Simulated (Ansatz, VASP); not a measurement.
# MoS2: VASP beside Ansatz, part 2 of 2

Wanted: the spread between two codes on one cell, functional and k mesh.

VASP 6.6.1 and Ansatz 0.2.0.

So far: The starting structure; VASP: band structure, HSE06.

The database entry behind the starting cell differs from later determinations by our own check (about 0.3 % long), so it need not match the best structure at ambient conditions.

### 3. Ansatz: band structure, HSE06

Level of this step: Ansatz beside VASP: Kohn-Sham DFT, plane waves, HSE06 (Ansatz).

Ansatz runs on its default PAW (the set named soft_2) files.

The same cell, functional, mesh and smearing now go to Ansatz, which takes its cutoff from its data sets.

Input file input.yaml:

```yaml
crystal:
  lattice:
    - [3.169, 0.0, 0.0]
    - [-1.5845, 2.7444345046, 0.0]
    - [0.0, 0.0, 12.324]
  atoms:
    - { symbol: Mo, position: [0.6666666667, 0.3333333333, 0.75] }
    - { symbol: Mo, position: [0.3333333333, 0.6666666667, 0.25] }
    - { symbol: S, position: [0.6666666667, 0.3333333333, 0.377] }
    - { symbol: S, position: [0.3333333333, 0.6666666667, 0.877] }
    - { symbol: S, position: [0.6666666667, 0.3333333333, 0.123] }
    - { symbol: S, position: [0.3333333333, 0.6666666667, 0.623] }
hamiltonian:
  xc: { exchange: pbe, correlation: pbe, exx: { coeff: 0.25, omega: 0.2 } }
  pseudopotentials: { kind: paw }
kpoints:
  mp_grid: { grid: [5, 5, 2] }
  band_path:
    path:
      - [0.0, 0.0, 0.0]
      - [0.42857, 0.0, 0.0]
      - [0.40476, 0.19048, 0.0]
      - [0.19048, 0.19048, 0.0]
      - [0.0, 0.0, 0.07143]
      - [0.0, 0.0, 0.5]
      - [0.42857, 0.0, 0.5]
      - [0.38095, 0.2381, 0.5]
      - [0.19048, 0.19048, 0.5]
      - [0.5, 0.0, 0.35714]
      - [0.33333, 0.33333, 0.0]
      - [0.33333, 0.33333, 0.5]
    npoints: 1
scf:
  occupations: { method: gaussian, width: 0.03 }
  n_extra_bands: 9
output:
  forces: true
  stress: true
  eigenvalues: true
```

The run is started by

```
$ ansatz run input.yaml --threads 4 --pin off --max-ram 9216MiB --backend cpu --events-out ev --progress --plain --runs-dir out
```

Numbers of over 12 decimals in the logs are rounded to 6 here.

The log of the run:

```text
Warning: output.stress: scf.convergence.dr2_threshold = 1e-7 eV (the SCF's general default) is looser than the 6e-10 eV advised for a printed stress (1e-10 eV for each atom of the cell: 6). What an SCF threshold leaves in a stress goes as its square root, and in the free energy as the threshold itself, and one threshold admits the most on a small cell: [figures from the program's tests cut] Set scf.convergence.dr2_threshold to 6e-10 eV or tighter. The threshold is an SCF's pass mark: one that does not reach it within its budget of iterations ends unconverged, or closes short of it on a stop that the run arms, and scf.convergence.dr2_threshold's page says what that costs each kind of run
Warning: output.stress: scf.exx.energy_threshold = 1e-6 eV is looser than the 6e-8 eV advised for a stress under a hybrid functional (1e-8 eV for each atom of the cell: 6). Every SCF of the exchange loop can meet its threshold on dr2 while the loop round them stops early: no threshold on dr2 bounds what that leaves in the stress. Set scf.exx.energy_threshold to 6e-8 eV or tighter. The threshold is the loop's pass mark: a loop that does not reach it within its budget of cycles ends unconverged, and scf.exx.energy_threshold's page has the law
scf.n_extra_bands = 9 over 26 filled bands (N_el = 52.0): the run solves 35 bands
Engine: ansatz 0.2.0, x86_64-unknown-linux-gnu
Pseudopotentials: kind: paw
Pseudopotential: Mo, paw, valence charge 14, recommended cutoff 420 eV (normal), Mo.paw.azcp
Pseudopotential: S, paw, valence charge 6, recommended cutoff 420 eV (normal), S.paw.azcp
Functional definition: unnamed
  parameter a_1 = 0.25
  parameter omega_1 = 0.2/angstrom
  exchange = pbe_x + (-a_1)*pbe_x_sr(omega_1) + a_1*exact_x_sr(omega_1)
  correlation = pbe_c
Crystal: 6 atoms, lattice volume = 107.183 Å³
Basis set: ecut = 420 eV, 2081 PW (Γ), exchange–correlation on 48×48×180 points (8 copies of the dense FFT grid, shifted against one another)
Bands: 35, of which v1, the nominal top of the filled ones, is band 26 counted from 1 (25 counted from 0)
Symmetry: 24 space group operations
Space group: P63/mmc (ITA 194), of the structure as read, at distance tolerance 4.8e-5 Å
k-points: 10 of 50
Non-local potential: Mo, projectors of the file, l = 0: 3, l = 1: 2, l = 2: 2, l = 3: 1
Non-local potential: S, projectors of the file, l = 0: 2, l = 1: 2, l = 2: 2
PAW form: soft (Blöchl's): semilocal exchange-correlation on the pseudo side does not see the compensation charge
PAW frozen core: Mo, regenerated for the run's functional, and the local potential with it (the file was generated under x = pbe(κ = 0.804, μ = 0.219515), c = pbe(β = 0.066725))
PAW frozen core: S, regenerated for the run's functional, and the local potential with it (the file was generated under x = pbe(κ = 0.804, μ = 0.219515), c = pbe(β = 0.066725))
PAW one-centre angular grid: Mo, 590 points (default); XC on 64 Gauss nodes
PAW one-centre angular grid: S, 110 points (default); XC on 64 Gauss nodes
Initial density: superposition of atomic densities (neutral atoms: chi_scale 0, normalization atom), corrected by the library's trained network
Initial wavefunctions: pseudopotential atomic-orbital guess
Functional: x = pbe(κ = 0.804, μ = 0.219515), c = pbe(β = 0.066725), warm-up for x = pbe(κ = 0.804, μ = 0.219515) + 0.25 (exact − pbe) at short range (hse, ω = 0.2 Å⁻¹), c = pbe(β = 0.066725)
SCF iter   1: F=—  HF=-13525.525418 eV  |F-HF|=—  |Δ(HF+E_count)|=         —  Δρ=5.58e-3  dr2=8.71e-3  ethr=1.77e-3  ⟨swp⟩=8.3  Hψ=1474  notcnv=0
preconditioner: auto → none  [insulator: Δε(μ)=0.928 eV  Ē_g=8.596 eV  σ=0.030 eV  W_gap=1.00  n_scr=26 (ndim 8)  ℏωp=21.5 eV  f_vac=0.016  D(μ)=0.00/eV (n_scr^D=0)]
SCF iter   2: F=—  HF=-13525.535166 eV  |F-HF|=—  |Δ(HF+E_count)|=   9.75e-3  Δρ=3.18e-3  dr2=9.38e-3  ethr=1.67e-5  ⟨swp⟩=4.0  Hψ=966  notcnv=0  defer=6
SCF iter   3: F=—  HF=-13525.539296 eV  |F-HF|=—  |Δ(HF+E_count)|=   4.13e-3  Δρ=3.01e-3  dr2=2.11e-2  ethr=1.67e-5  ⟨swp⟩=3.9  Hψ=874  notcnv=0  defer=3
SCF iter   4: F=—  HF=-13525.536840 eV  |F-HF|=—  |Δ(HF+E_count)|=   2.46e-3  Δρ=1.63e-3  dr2=1.15e-3  ethr=1.67e-5  ⟨swp⟩=3.0  Hψ=704  notcnv=0
iter 5 solved again at ethr=4.51e-8 eV; its pass at ethr=2.21e-6 eV (dr2=2.34e-5 eV) is discarded
SCF iter   5: F=-13525.538100 eV  HF=-13525.538120 eV  |F-HF|=2.03e-5  |Δ(HF+E_count)|=   1.28e-3  Δρ=9.54e-5  dr2=2.55e-5  ethr=4.51e-8  ⟨swp⟩=3.0  Hψ=1430  notcnv=0
SCF 1 stopped early in 5 iterations: F = -13525.538100 eV  dr2 = 2.55e-5
  greatest PAW one-centre occupation: 0.998 electrons in one spin orbital (limit 2), on the Mo atom at site 1 (counted from 0), in its partial waves of l = 0
Initial density: handed on by an earlier stage of this run
Initial wavefunctions: those handed on with the density
Functional: x = pbe(κ = 0.804, μ = 0.219515) + 0.25 (exact − pbe) at short range (hse, ω = 0.2 Å⁻¹), c = pbe(β = 0.066725)
Exchange kernel: α = 0.2500, screened, ω = 0.2000 Å⁻¹, Wigner–Seitz truncation, v(0) = 1114.1631 eV·Å³, q-mesh 5×5×2, nearest image of the exchange supercell L = 15.85 Å, pair-density grid 15×15×54, without the augmentation charges, whose exchange is taken in its separable form by FFT convolution over the k-point mesh (sized by the pseudopotential files, 20×20×90 at the most), smooth part of the exact exchange by density-matrix convolution
Frozen-core exchange: fock
SCF iter   1: F=—  HF=-13531.620514 eV  |F-HF|=—  |Δ(HF+E_count)|=         —  Δρ=1.21e-2  dr2=3.21e-1  ethr=4.91e-7  ⟨swp⟩=8.8  Hψ=1819  notcnv=0
preconditioner: auto → none  [insulator: Δε(μ)=1.449 eV  Ē_g=10.132 eV  σ=0.030 eV  W_gap=1.00  n_scr=26 (ndim 8)  ℏωp=21.5 eV  f_vac=0.015  D(μ)=0.00/eV (n_scr^D=0)]
SCF iter   2: F=—  HF=-13531.700762 eV  |F-HF|=—  |Δ(HF+E_count)|=   8.02e-2  Δρ=1.61e-2  dr2=9.10e-1  ethr=4.91e-7  ⟨swp⟩=5.8  Hψ=1563  notcnv=0  recentre
SCF iter   3: F=—  HF=-13531.562270 eV  |F-HF|=—  |Δ(HF+E_count)|=   1.38e-1  Δρ=3.83e-3  dr2=2.26e-2  ethr=4.91e-7  ⟨swp⟩=5.1  Hψ=1517  notcnv=0
SCF iter   4: F=—  HF=-13531.572112 eV  |F-HF|=—  |Δ(HF+E_count)|=   9.84e-3  Δρ=1.80e-3  dr2=4.60e-3  ethr=4.91e-7  ⟨swp⟩=4.0  Hψ=1189  notcnv=0
SCF iter   5: F=—  HF=-13531.571167 eV  |F-HF|=—  |Δ(HF+E_count)|=   9.45e-4  Δρ=5.16e-4  dr2=2.55e-4  ethr=4.91e-7  ⟨swp⟩=4.0  Hψ=903  notcnv=0
SCF iter   6: F=—  HF=-13531.571879 eV  |F-HF|=—  |Δ(HF+E_count)|=   7.12e-4  Δρ=4.14e-4  dr2=4.86e-4  ethr=2.22e-7  ⟨swp⟩=3.6  Hψ=834  notcnv=0
SCF iter   7: F=-13531.571795 eV  HF=-13531.571796 eV  |F-HF|=2.38e-7  |Δ(HF+E_count)|=   8.30e-5  Δρ=2.16e-5  dr2=1.57e-6  ethr=2.22e-7  ⟨swp⟩=3.0  Hψ=723  notcnv=0
SCF 2 stopped early in 7 iterations: F = -13531.571795 eV  dr2 = 1.57e-6
  Residual-converged pass: ⟨swp⟩=4.3  Hψ=1114  notcnv=0  max |occ|·‖R‖ = 6.1e-6 eV (tolerance 6.7e-6 eV)  dr2=1.56e-6  dr2_onsite=2.73e-8  max |Δocc| = 1.1e-273
hybrid outer 1: dexx = +1.783e-2 eV, tail = 2.30e-5 eV
Exchange kernel: α = 0.2500, screened, ω = 0.2000 Å⁻¹, Wigner–Seitz truncation, v(0) = 1114.1631 eV·Å³, q-mesh 5×5×2, nearest image of the exchange supercell L = 15.85 Å, pair-density grid 15×15×54, without the augmentation charges, whose exchange is taken in its separable form by FFT convolution over the k-point mesh (sized by the pseudopotential files, 20×20×90 at the most), smooth part of the exact exchange by density-matrix convolution
Frozen-core exchange: fock
SCF iter   1: F=—  HF=-13531.571784 eV  |F-HF|=—  |Δ(HF+E_count)|=         —  Δρ=4.87e-5  dr2=1.40e-6  ethr=2.21e-7  ⟨swp⟩=5.3  Hψ=901  notcnv=0
preconditioner: auto → none  [insulator: Δε(μ)=1.491 eV  Ē_g=10.045 eV  σ=0.030 eV  W_gap=1.00  n_scr=26 (ndim 8)  ℏωp=21.5 eV  f_vac=0.015  D(μ)=0.00/eV (n_scr^D=0)]
SCF iter   2: F=—  HF=-13531.571784 eV  |F-HF|=—  |Δ(HF+E_count)|=   2.02e-7  Δρ=1.81e-5  dr2=1.51e-7  ethr=1.92e-9  ⟨swp⟩=3.0  Hψ=756  notcnv=0
SCF iter   3: F=—  HF=-13531.571784 eV  |F-HF|=—  |Δ(HF+E_count)|=   4.89e-7  Δρ=6.55e-6  dr2=3.14e-8  ethr=1.20e-10  ⟨swp⟩=4.2  Hψ=933  notcnv=0
SCF iter   4: F=—  HF=-13531.571784 eV  |F-HF|=—  |Δ(HF+E_count)|=   9.51e-9  Δρ=1.10e-6  dr2=6.49e-9  ethr=4.45e-11  ⟨swp⟩=3.0  Hψ=713  notcnv=0
SCF iter   5: F=—  HF=-13531.571784 eV  |F-HF|=—  |Δ(HF+E_count)|=   2.76e-8  Δρ=2.03e-6  dr2=3.26e-9  ethr=1.26e-12 (applied; sched 1.00e-12)  ⟨swp⟩=4.3  Hψ=1013  notcnv=0
SCF iter   6: F=-13531.571784 eV  HF=-13531.571784 eV  |F-HF|=3.20e-10  |Δ(HF+E_count)|=   1.64e-9  Δρ=8.68e-7  dr2=4.85e-10  ethr=1.04e-12 (applied; sched 1.00e-12)  ⟨swp⟩=3.5  Hψ=836  notcnv=0
SCF 3 converged in 6 iterations: F = -13531.571784 eV  dr2 = 4.85e-10
  Residual-converged pass: ⟨swp⟩=2.5  Hψ=542  notcnv=0  max |occ|·‖R‖ = 7.4e-7 eV (tolerance 7.7e-7 eV)  dr2=4.87e-10  dr2_onsite=2.82e-11  max |Δocc| = 1.0e-278
hybrid outer 2: dexx = +8.812e-7 eV, tail = 1.53e-8 eV, Δε = 1.36e-3 eV (about 3.48e-5 eV left of the loop's levels), ΔF = 1.80e-3 eV/Å (tail 4.01e-4)
NSCF: frozen V_eff on 12 k-points
hybrid SCF converged: 2 outer / 13 inner (+5 warm-up), last move |dexx| = 8.81e-7 eV, tail = 1.53e-8 eV
Stability not checked: this state was not tested for a lower state beside it, because the functional holds exact exchange (a hybrid, or Hartree-Fock), whose exchange loop this test does not read (fock_operator; see scf.lower_state_search)
Free energy (F): -13531.571785 eV
Frozen-core exchange: fock
Harris-Foulkes:  -13531.571785 eV  (|F-HF|=3.20e-10)
Internal energy: -13531.571785 eV  (E = F + TS)
E sigma→0 (E₀):  -13531.571785 eV
Fermi energy:    11.258638 eV
--- Per-component energies (eV) ---
  E_band       = -404.028196
  E_kinetic    = 1307.337055
  E_local      = -3905.218047  (includes V_loc(G=0)·N_el)
  E_nonlocal   = 393.955503
  E_hartree    = 1498.333399
  E_xc         = -606.198082
  E_vxc        = -645.655942  (∫ρ·V_xc dr)
  E_exx        = -129.539253  (= α·E_x^exact, valence–valence)
  E_paw        = -8827.773716  (= ΣΔE_a)
  E_vpaw       = -292.035176  (= ΣTr[D̂ρ^β])
  E_aug_tail   = 0.000084  (compensation charges beyond the density's cutoff)
  E_ewald      = -3261.216446
  E_core_change = -1.252280  (= ΣΔE_core)
  E_smearing   = -0.000000  (= −TS)
  E_closure    = -0.000000  (closes the sum)
  Σ components = -13531.571785   (vs F -13531.571785, Δ=0.00e0)
--- Forces (eV/Å), atoms counted from 1 ---
  atom   1  Mo     0.00000000    -0.00000000     0.00000000
  atom   2  Mo     0.00000000     0.00000000     0.00000000
  atom   3  S     -0.00000000    -0.00000000    -0.59442104
  atom   4  S     -0.00000000     0.00000000    -0.59442104
  atom   5  S     -0.00000000    -0.00000000     0.59442104
  atom   6  S      0.00000000     0.00000000     0.59442104
  max |Σ_I F_I| component: 3.24e-17 eV/Å
--- Stress (GPa, compression-positive) ---
       -2.933835       0.000000       0.000000
        0.000000      -2.933835      -0.000000
        0.000000      -0.000000      -2.740149
  P = ⅓ Tr σ = -2.8693 GPa (-28.693 kbar)
--- Band table (eV; the first three rows and the last of 10) ---
  k-point 0: bands = [... 22 lower, 8.1823, 9.0957, 9.2604, 10.5134, 13.3514, 13.3514, 13.3828, 13.3828, ... 5 higher]
  k-point 1: bands = [... 22 lower, 8.1552, 8.1552, 10.2041, 10.2041, 13.3555, 13.3555, 13.3555, 13.3555, ... 5 higher]
  k-point 2: bands = [... 22 lower, 8.0945, 8.9563, 9.1029, 9.3656, 12.4607, 12.9035, 13.1518, 13.1698, ... 5 higher]
  k-point 9: bands = [... 22 lower, 7.4860, 7.4860, 9.5273, 9.5273, 12.4646, 12.4646, 13.6784, 13.6784, ... 5 higher]
```

Run time: 29 s. Hardware: 4 threads of Intel Xeon Gold 6455B (Sapphire Rapids), shared host; peak memory 1.4 GiB.

### 4. Comparison

Known differences besides the PAW data sets themselves: exact exchange at q = 0 is treated differently, which shows on coarse meshes; VASP keeps PBE cores, Ansatz makes them for the functional; the cutoff is 420 eV in Ansatz and 350 eV in VASP; VASP takes a coarser grid for exact exchange (PRECFOCK = Fast). Total energies have different zeros and are not compared.

Compared:

| quantity | Ansatz | VASP | difference |
| --- | --- | --- | --- |
| gap over the path points (eV) | 1.458 | 1.472 | -0.014 |

Forces (eV/Å; atoms numbered as in POSCAR):

| atom | Ansatz x, y, z | VASP x, y, z |
| --- | --- | --- |
| Mo1 | 0.000, 0.000, 0.000 | 0.000, 0.000, 0.000 |
| Mo2 | 0.000, 0.000, 0.000 | 0.000, 0.000, 0.000 |
| S3 | 0.000, 0.000, -0.594 | 0.000, 0.000, -0.618 |
| S4 | 0.000, 0.000, -0.594 | 0.000, 0.000, -0.618 |
| S5 | 0.000, 0.000, 0.594 | 0.000, 0.000, 0.618 |
| S6 | 0.000, 0.000, 0.594 | 0.000, 0.000, 0.618 |

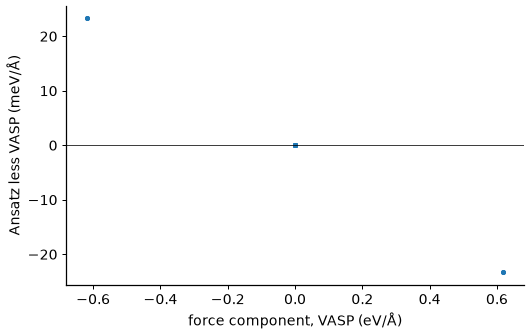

Difference of the force components against their size.

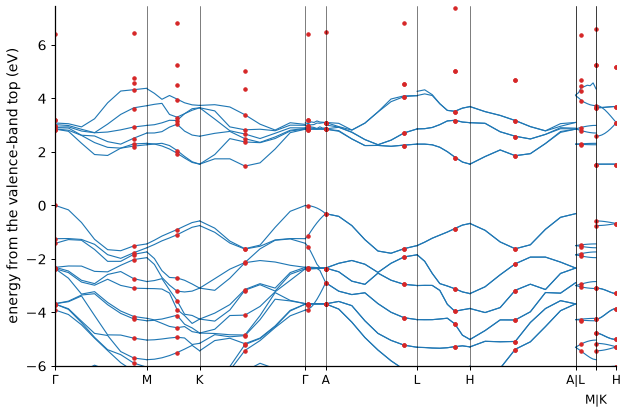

Bands from VASP (lines) and levels from Ansatz (dots). Dots without a line are higher empty bands that the VASP plot leaves out.

Levels at points of the path, from each program's valence-band top (eV; 4 filled, then empty):

| k (reciprocal lattice) | Ansatz | VASP |
| --- | --- | --- |
| 0.000 0.000 0.000 | -2.33 -1.42 -1.25 0.00 2.84 2.84 2.87 | -2.31 -1.42 -1.24 0.00 2.85 2.86 2.91 |
| 0.429 0.000 0.000 | -2.04 -1.84 -1.78 -1.52 2.20 2.28 2.50 | -2.02 -1.83 -1.77 -1.51 2.22 2.30 2.52 |
| 0.405 0.190 0.000 | -3.20 -2.71 -1.11 -0.92 1.94 2.04 3.03 | -3.20 -2.71 -1.10 -0.90 1.96 2.06 3.04 |
| 0.190 0.190 0.000 | -2.14 -2.13 -1.65 -1.63 1.46 2.36 2.48 | -2.14 -2.13 -1.63 -1.62 1.47 2.37 2.50 |
| 0.000 0.000 0.071 | -2.33 -1.55 -1.13 -0.01 2.84 2.84 2.87 | -2.31 -1.55 -1.12 -0.01 2.85 2.86 2.88 |
| 0.000 0.000 0.500 | -2.36 -2.36 -0.31 -0.31 2.84 2.84 2.84 | -2.34 -2.34 -0.31 -0.31 2.85 2.85 2.86 |
| 0.429 0.000 0.500 | -1.94 -1.94 -1.62 -1.62 2.24 2.24 2.69 | -1.92 -1.92 -1.61 -1.61 2.26 2.26 2.71 |
| 0.381 0.238 0.500 | -3.11 -3.11 -0.88 -0.88 1.78 1.78 3.17 | -3.11 -3.11 -0.86 -0.86 1.81 1.81 3.19 |
| 0.190 0.190 0.500 | -2.18 -2.18 -1.63 -1.63 1.85 1.85 2.57 | -2.18 -2.18 -1.62 -1.62 1.86 1.86 2.59 |
| 0.500 0.000 0.357 | -1.91 -1.81 -1.54 -1.48 2.26 2.29 2.78 | -1.89 -1.80 -1.53 -1.47 2.28 2.31 2.80 |

The forces differ by 11 meV/Å r.m.s., which is 3.8 % of the r.m.s. force of 0.29 eV/Å (both taken over all components). Among the levels compared (up to four filled and three empty ones at each point), filled levels agree within 20 meV and empty ones within 41 meV.

### 5. Outcome

```
difference in gap over the path points (band structure, HSE06) : -0.014 eV
r.m.s. force difference (band structure, HSE06)                : 3.8 % of the r.m.s. force
```

**Reading.** The r.m.s. force difference is 3.8 % of the r.m.s. force (band structure, HSE06), beyond the 3 % picked in this series as the mark of a large difference. Differences of this kind measure data sets and numerical settings, not the functional's error against experiment.

[Lines on the potential files, build, host, timing and source positions are cut from VASP's logs without a mark.]

[Logs are printed without paths, hosts, clocks, repeated set-up lines and the standing remarks that a program may print on its own settings, such as how far it seeks lower states.]

[Hosts, paths, dates, database ids (printed as entryN), source tags and the programs' standing remarks are cut or masked in the printed files.]
